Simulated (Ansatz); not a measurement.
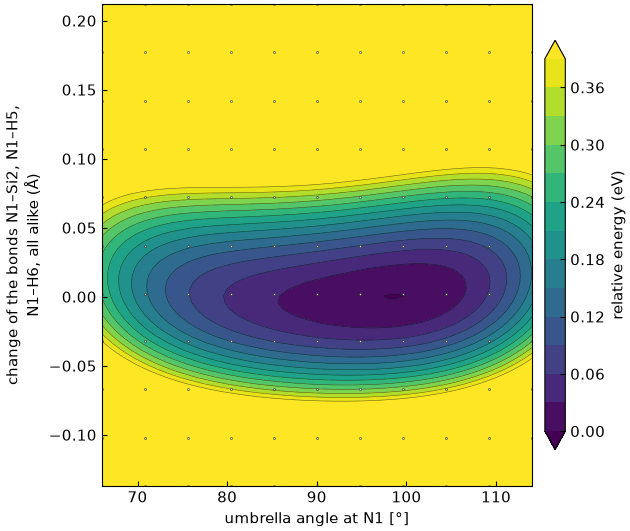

Cl2H2NSi, SMILES N[Si](Cl)Cl, spin multiplicity 2. Coordinates scanned: (1) umbrella angle at N1 (between each of its bonds and their common axis; 90 is planar); (2) change of the bonds N1–Si2, N1–H5, N1–H6, all alike. Nothing is relaxed (all other coordinates rigid). The grid has 11 × 11 points. Points are written as (first, second). Energies: eV, counted from the lowest grid point. The calculation used Ansatz, UKS PBE0-D4/def2-SVP.

In the figure: filled contours, dots at the grid points, one colour for all values above the top of the scale. Between grid points the surface is interpolated.

**Estimate the position of the minimum and the force constants in these coordinates.**

The interpolated minimum is at the first coordinate ≈ 98.5°, the second coordinate ≈ 0.000 Å. The curvatures there are about 2.2 eV/rad² and 121 eV/Å², with a cross term of about −4.5 eV/(rad·Å). Round the minimum the valley is somewhat tilted: raising the first coordinate shifts the best value of the second coordinate upwards (coupling k₁₂/√(k₁₁k₂₂) about −0.3).
